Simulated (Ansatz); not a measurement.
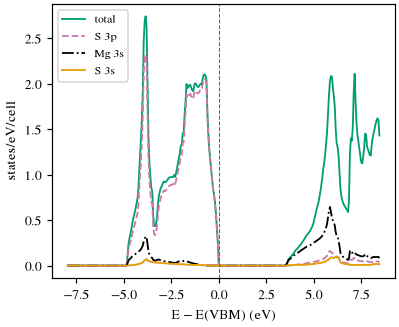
Fig. 1. Total and projected density of states of MgS (rock salt, space group No. 225), DFT-r²SCAN in the program Ansatz with PAW potentials

Which orbitals carry the states next to the gap?

Top 1 eV of the valence band: S 3p 98 %. Bottom 1 eV of the conduction band: Mg 3s 74 %, S 3p 6 %, outside the projected shells 16 %. Projections are on Löwdin-orthogonalised atomic valence shells; empty p or d shells of many metals are not among them.

Where is the tallest occupied peak in this window, and what makes it?

Near -3.8 eV, about 2.7 states/eV per cell; the largest projected share is S 3p.

Space group Fm-3m (rock salt). Symmetry was held in the r²SCAN relaxation.

Potentials: the earlier of the program's two PAW sets.
